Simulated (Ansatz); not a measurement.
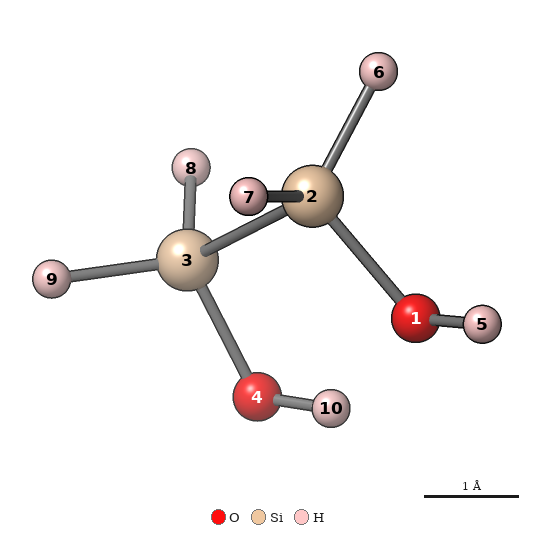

Orthographic view. Distant atoms are faded towards the background colour. The computed structure is the end point of a PBE-D4/def2-SVP optimisation. No frequency run is at hand to confirm it as a minimum.

Write a MOL file (V2000) with the atoms in numerical order, bonds sorted by atom number with the orders drawn, and coordinates in the frame of the picture: x right, y up, z towards the viewer, origin at the mean position.

```
H6O2Si2
                    3D

 10  9  0  0  0  0  0  0  0  0999 V2000
    1.3900   -0.6000    0.7200 O   0  0  0  0  0  0  0  0  0  0  0  0
    0.2900    0.7000    0.8500 Si  0  0  0  0  0  4  0  0  0  0  0  0
   -1.0500    0.0200   -0.9800 Si  0  0  0  0  0  4  0  0  0  0  0  0
   -0.3000   -1.4400   -1.3700 O   0  0  0  0  0  0  0  0  0  0  0  0
    2.1000   -0.6700    1.3800 H   0  0  0  0  0  0  0  0  0  0  0  0
    0.9900    2.0300    0.7200 H   0  0  0  0  0  0  0  0  0  0  0  0
   -0.3900    0.7000    2.2000 H   0  0  0  0  0  0  0  0  0  0  0  0
   -1.0100    1.0100   -2.1200 H   0  0  0  0  0  0  0  0  0  0  0  0
   -2.4900   -0.1800   -0.6100 H   0  0  0  0  0  0  0  0  0  0  0  0
    0.4800   -1.5600   -0.8000 H   0  0  0  0  0  0  0  0  0  0  0  0
  1  2  1  0
  1  5  1  0
  2  3  1  0
  2  6  1  0
  2  7  1  0
  3  4  1  0
  3  8  1  0
  3  9  1  0
  4 10  1  0
M  END
```
